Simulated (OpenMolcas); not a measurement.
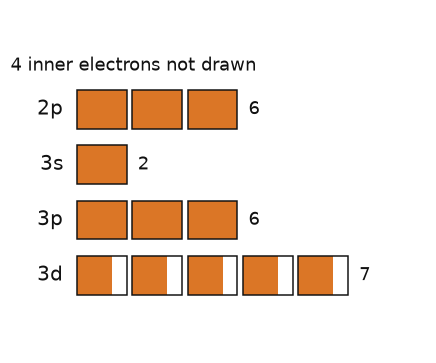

Figure 1. The outer shells of the leading configuration of the lowest level: a box for each of the 2l + 1 orbitals, shaded by the share of the shell that is filled, with the electron count at the right.

Co²⁺ complex: multiconfigurational calculation (part 1 of 2)

- system: Co²⁺ with 6 ligands (O; octahedron, 2.106 Å), embedded in MgO by model potentials and point charges, whose field is part of the energies.
- method: state-averaged CASSCF, active space 7 electrons in the shell 3d, basis ANO-RCC-VTZP on the metal and ANO-RCC-VDZP on the ligands, DKH2 scalar Hamiltonian, spin-orbit coupling by RASSI with atomic mean-field integrals (OpenMolcas)

**Summary**

```
                                 quantity                                                                 value
                                  outcome                                                             converged
      energy of the lowest spin-free term                                                   −1851.18885 hartree
    energy of the lowest spin-orbit level                                                   −1851.19187 hartree
largest spread among components of a term                                                              0.0 cm⁻¹
                                 hardware  1 thread of Arm Neoverse V2, 24 GiB of memory available, shared host
                                wall time                                                                  20 s
                              peak memory                                                               0.2 GiB
```

**Remarks**

Without dynamic correlation the splittings between terms come out too large, often by 20 to 50 %. Caveats: small active space favours high spin, ground spin may be wrong; the geometry is set by hand, with no relaxation.

**Input**
```
&GATEWAY
Basis set
Co.ANO-RCC-VTZP.
Co1 0.0 0.0 0.0 Angstrom
End of basis
Basis set
O.ANO-RCC-VDZP.
L1 2.106000 0.000000 0.000000 Angstrom
L2 0.000000 2.106000 0.000000 Angstrom
L3 0.000000 0.000000 2.106000 Angstrom
End of basis
Basis set
Mg.EMB-AIMP.Pascual.0s.0s.ECP.MgO.
PseudoCharge
* 43 symmetry-unique lattice sites within 7.6 angstrom
End of basis
Basis set
O.EMB-AIMP.Pascual.0s.0s.ECP.MgO.
PseudoCharge
* 55 symmetry-unique lattice sites within 7.6 angstrom
End of basis
Symmetry
XYZ
AngMom=0.0 0.0 0.0
AMFI
RICD
XField
997 Angstrom 0
* Evjen-weighted lattice charges
&SEWARD
&RASSCF
FileOrb=start.orb
Symmetry=1
Spin=4
nActEl=7 0 0
Inactive=18 21
Ras2=5 0
CIRoot=10 10 1
SDav=10
CIMx=300
Iter=150 100
PrWF=0.3
OrbListing=Nothing
MaxOrb=0
LevShft=1.0
>>> COPY $Project.JobIph JOB001
&RASSCF
FileOrb=start.orb
Symmetry=1
Spin=2
nActEl=7 0 0
Inactive=18 21
Ras2=5 0
CIRoot=40 40 1
SDav=40
CIMx=300
Iter=150 100
PrWF=0.3
OrbListing=Nothing
MaxOrb=0
LevShft=1.0
>>> COPY $Project.JobIph JOB002
&RASSI
NrOfJobIphs=2 10 40
1 2 3 4 5 6 7 8 9 10
1 2 3 4 5 6 7 8 9 10 11 12 13 14 15 16 17 18 19 20 21 22 23 24 25 26 27
28 29 30 31 32 33 34 35 36 37 38 39 40
IphNames
JOB001
JOB002
EJob
SpinOrbit
DIPRint=1.0
SOCoupling=1000.0
Subsets=2
Property=9
'ANGMOM' 1 'ANGMOM' 2 'ANGMOM' 3 'MLTPL  1' 1 'MLTPL  1' 2 'MLTPL  1' 3
'AMFI' 1 'AMFI' 2 'AMFI' 3
SOProperty=3
'ANGMOM' 1 'ANGMOM' 2 'ANGMOM' 3
```

The file start.orb holds starting orbitals from an earlier step. A driver script formed the levels outside the program, from RASSI's spin-orbit matrix and the active-space energies, averaged over the components of each term or state.

Command:
```bash
OMP_NUM_THREADS=1 MOLCAS_MEM=2457 MOLCAS_PROJECT=a pymolcas a.inp > a.log  # once for each step of the input, in one work folder
```

**Output (extracts)**
```
--- SEWARD ---
Basis set label: CO.ANO-RCC...6S5P3D2F1G.

      Electronic valence basis set:
      ------------------
      Associated Effective Charge  27.000000 au
      Associated Actual Charge     27.000000 au
      Nuclear Model: Point charge

      Shell  nPrim  nBasis  Cartesian Spherical Contaminant
         s      21       6        X
         p      15       5        X
         d      10       3                 X
         f       6       2                 X
         g       4       1                 X
                  Relativistic Douglas-Kroll-Hess integrals:
                    - DKH order of Hamiltonian: 2
                    - DKH order of Properties : 0
                  Atomic mean-field integrals
--- RASSCF ---
Wave function specifications:
      -----------------------------

      Number of closed shell electrons          78
      Number of electrons in active shells       7
      Max number of holes in RAS1 space          0
      Max nr of electrons in RAS3 space          0
      Number of inactive orbitals               39
      Number of active orbitals                  5
      Number of secondary orbitals              99
      Spin quantum number                      1.5
      State symmetry                             1
Orbital specifications:
      -----------------------

      Symmetry species                           1   2
                                                ag  au
      Frozen orbitals                            0   0
      Inactive orbitals                         18  21
      Active orbitals                            5   0
      RAS1 orbitals                              0   0
      RAS2 orbitals                              5   0
      RAS3 orbitals                              0   0
      Secondary orbitals                        49  50
      Deleted orbitals                           0   0
      Number of basis functions                 72  71
      Number of CSFs                            10
      Number of root(s) required                10
      Iter CI   SX   CI       RASSCF       Energy    max ROT     max BLB   max BLB  Level Ln srch  Step   QN
          iter iter root      energy       change     param      element    value   shift minimum  type update
 Nr of preliminary CI iterations:   1
      Total energies have been shifted. Add                -1000.00 au
        1   1   13    0  -849.29021539    0.00E+00  -8.01E-02   16  65 1 -6.23E-01*  1.31   0.00    SX    NO
        2   1   13    0  -850.80564154   -1.52E+00* -5.47E-02   13  58 1 -2.55E-01*  0.97   0.00    SX    NO
        3   1   13    0  -851.09425345   -2.89E-01* -2.78E-02   21  24 2  7.53E-02*  0.84   0.00    SX    NO
        4   1   12    0  -851.12612110   -3.19E-02*  1.11E-02   21  24 2  3.91E-02*  0.80   0.00    SX    NO
        5   1   12    0  -851.13335188   -7.23E-03*  1.03E-02   21  24 2  2.28E-02*  0.79   2.00    LS   YES
        6   1   11    0  -851.13575156   -2.40E-03* -3.12E-03   21  24 2  7.57E-03*  0.78   1.08    QN   YES
        7   1   11    0  -851.13612955   -3.78E-04* -3.08E-03   21  24 2  3.67E-03*  0.78   2.01    LS   YES
        8   1   10    0  -851.13625384   -1.24E-04* -6.98E-04    4  46 1 -2.37E-03*  0.78   1.00    QN   YES
        9   1    9    0  -851.13628822   -3.44E-05* -3.53E-04    6  34 2  1.47E-03*  0.78   1.23    QN   YES
       10   1    8    0  -851.13629249   -4.26E-06* -1.73E-04    6  44 2  2.95E-04*  0.78   1.01    QN   YES
       11   1    7    0  -851.13629298   -4.98E-07* -4.37E-05   23  29 1 -9.38E-05   0.78   1.13    QN   YES
       12   1    7    0  -851.13629305   -7.03E-08* -1.38E-05   21  27 1 -3.27E-05   0.78   1.32    QN   YES
       13   1    6    0  -851.13629307   -1.10E-08*  4.19E-06    4  46 1 -1.03E-05   0.78   1.22    QN   YES
       14   1    5    0  -851.13629307   -1.10E-09  -1.75E-06    6  24 2  2.93E-06   0.78   1.20    QN   YES
      Convergence after 14 iterations
       15   1    5    0  -851.13629307   -8.75E-11  -1.75E-06   23  29 1  9.29E-07   0.78   1.20    QN   YES
      Natural orbitals and occupation numbers for root  1
      sym 1:   1.907961   1.000000   1.092039   1.907961   1.092039
      Natural orbitals and occupation numbers for root  2
      sym 1:   1.907963   1.907963   1.092037   1.092037   1.000000
      Natural orbitals and occupation numbers for root  3
      sym 1:   1.092039   1.907961   1.907961   1.000000   1.092039
::    RASSCF root number  1 Total energy:  -1851.18885243
::    RASSCF root number  2 Total energy:  -1851.18885243
::    RASSCF root number  3 Total energy:  -1851.18885243
::    RASSCF root number  4 Total energy:  -1851.15215687
::    RASSCF root number  5 Total energy:  -1851.15215687
::    RASSCF root number  6 Total energy:  -1851.15215687
::    RASSCF root number  7 Total energy:  -1851.10938219
::    RASSCF root number  8 Total energy:  -1851.07684019
::    RASSCF root number  9 Total energy:  -1851.07684019
::    RASSCF root number 10 Total energy:  -1851.07684019
--- RASSCF ---
Wave function specifications:
      -----------------------------

      Number of closed shell electrons          78
      Number of electrons in active shells       7
      Max number of holes in RAS1 space          0
      Max nr of electrons in RAS3 space          0
      Number of inactive orbitals               39
      Number of active orbitals                  5
      Number of secondary orbitals              99
      Spin quantum number                      0.5
      State symmetry                             1
Orbital specifications:
      -----------------------

      Symmetry species                           1   2
                                                ag  au
      Frozen orbitals                            0   0
      Inactive orbitals                         18  21
      Active orbitals                            5   0
      RAS1 orbitals                              0   0
      RAS2 orbitals                              5   0
      RAS3 orbitals                              0   0
      Secondary orbitals                        49  50
      Deleted orbitals                           0   0
      Number of basis functions                 72  71
      Number of CSFs                            40
      Number of root(s) required                40
      Iter CI   SX   CI       RASSCF       Energy    max ROT     max BLB   max BLB  Level Ln srch  Step   QN
          iter iter root      energy       change     param      element    value   shift minimum  type update
 Nr of preliminary CI iterations:   1
      Total energies have been shifted. Add                -1000.00 au
        1   1    8    0  -851.01902300    0.00E+00  -9.11E-03   19  25 1 -1.50E-02*  0.80   0.00    SX    NO
        2   1   10    0  -851.01979842   -7.75E-04*  5.54E-03    9  34 2 -9.09E-03*  0.80   0.00    SX    NO
        3   1   10    0  -851.01996781   -1.69E-04* -2.10E-03   19  25 1 -3.61E-03*  0.80   0.00    SX    NO
        4   1    9    0  -851.02000828   -4.05E-05*  1.39E-03    9  34 2 -1.98E-03*  0.80   0.00    SX    NO
        5   1    9    0  -851.02001828   -1.00E-05* -1.14E-03   19  25 1 -9.41E-04*  0.80   1.29    QN   YES
        6   1    7    0  -851.02002170   -3.41E-06*  4.15E-05    9  34 2  8.30E-05   0.80   1.03    QN   YES
        7   1    6    0  -851.02002172   -2.81E-08* -2.23E-05   10  24 1 -3.97E-05   0.80   1.59    QN   YES
        8   1    5    0  -851.02002173   -7.96E-09  -4.24E-06   10  24 1 -7.15E-06   0.80   1.08    QN   YES
      Convergence after  8 iterations
        9   1    5    0  -851.02002173   -2.68E-10  -4.24E-06    7  32 2 -2.72E-06   0.80   1.08    QN   YES
      Natural orbitals and occupation numbers for root  1
      sym 1:   1.952360   1.970886   0.130698   1.935388   1.010668
      Natural orbitals and occupation numbers for root  2
      sym 1:   1.953396   0.130698   1.010668   1.970368   1.934870
      Natural orbitals and occupation numbers for root  3
      sym 1:   1.943817   1.056171   1.014151   1.943817   1.042045
::    RASSCF root number  1 Total energy:  -1851.13168206
::    RASSCF root number  2 Total energy:  -1851.13168206
::    RASSCF root number  3 Total energy:  -1851.09988989
::    RASSCF root number  4 Total energy:  -1851.09988989
::    RASSCF root number  5 Total energy:  -1851.09988989
::    RASSCF root number  6 Total energy:  -1851.09832593
::    RASSCF root number  7 Total energy:  -1851.09832593
::    RASSCF root number  8 Total energy:  -1851.09832593
::    RASSCF root number  9 Total energy:  -1851.07306600
::    RASSCF root number 10 Total energy:  -1851.07306600
::    RASSCF root number 11 Total energy:  -1851.07306600
::    RASSCF root number 12 Total energy:  -1851.07092516
::    RASSCF root number 13 Total energy:  -1851.05578884
::    RASSCF root number 14 Total energy:  -1851.05578884
::    RASSCF root number 15 Total energy:  -1851.05578884
::    RASSCF root number 16 Total energy:  -1851.05026982
::    RASSCF root number 17 Total energy:  -1851.05026982
::    RASSCF root number 18 Total energy:  -1851.05026982
::    RASSCF root number 19 Total energy:  -1851.04033444
::    RASSCF root number 20 Total energy:  -1851.04033444
::    RASSCF root number 21 Total energy:  -1851.02428981
::    RASSCF root number 22 Total energy:  -1851.02428981
::    RASSCF root number 23 Total energy:  -1851.02428981
::    RASSCF root number 24 Total energy:  -1851.01932684
::    RASSCF root number 25 Total energy:  -1851.01932684
::    RASSCF root number 26 Total energy:  -1851.01932684
::    RASSCF root number 27 Total energy:  -1851.01722216
::    RASSCF root number 28 Total energy:  -1851.01722216
::    RASSCF root number 29 Total energy:  -1850.97649832
::    RASSCF root number 30 Total energy:  -1850.97649832
```

(Continued in part 2.)
